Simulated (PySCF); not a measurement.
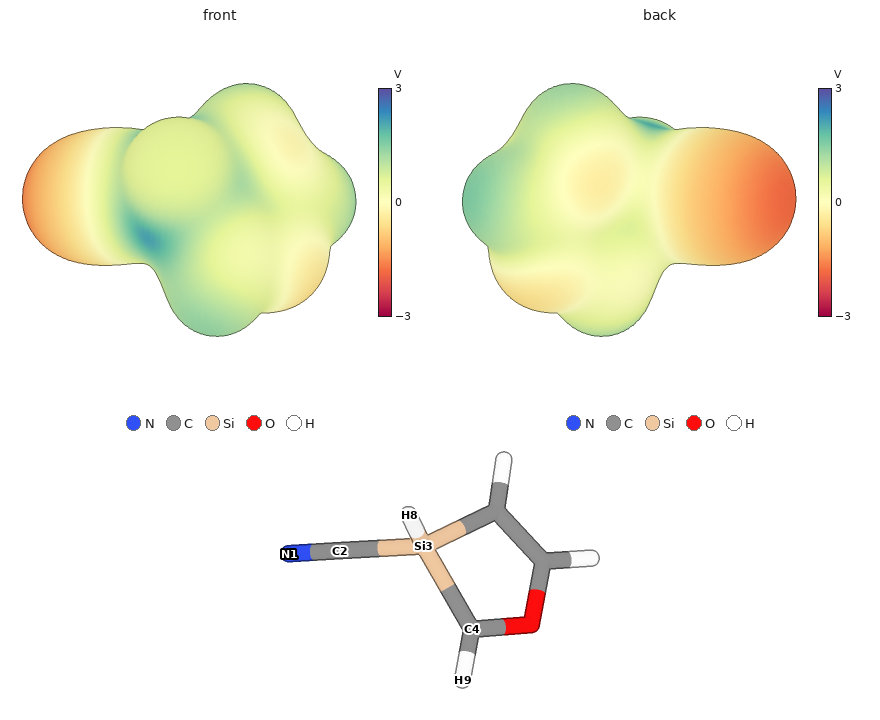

Figure. C₄H₄NOSi (doublet). The electrostatic potential painted on the density surface at 0.002 e/bohr³, seen from the front and from behind; the colour scale runs from red (negative) to blue (positive). The bare structure is drawn below in the same view.

Geometry: GFN2-xTB.

The calculation used UKS B3LYP, pcH-1 on C H N O Si, non-relativistic, mean-field spin-orbit, GIAO (PySCF 2.14.0, density-fitted response routines).

```xyz
11

N    -2.9542    1.5744   -0.7444
C    -2.1356    0.9703   -0.2182
Si   -0.7805   -0.0146    0.6245
C    -0.1020   -1.3599   -0.4650
O     1.1767   -1.1509   -0.7940
C     1.6892   -0.0071   -0.2890
C     0.9070    0.7815    0.4673
H    -1.2848   -0.3779    1.9525
H    -0.5054   -2.2676   -0.8775
H     2.7187    0.1556   -0.5662
H     1.2764    1.6987    0.8840
```

Describe the electrostatic potential map.

Answer. The most negative region (about −1.8 V) lies over N1, the most positive (about +2.0 V) over Si3. N1 is the likeliest acceptor of a hydrogen bond.
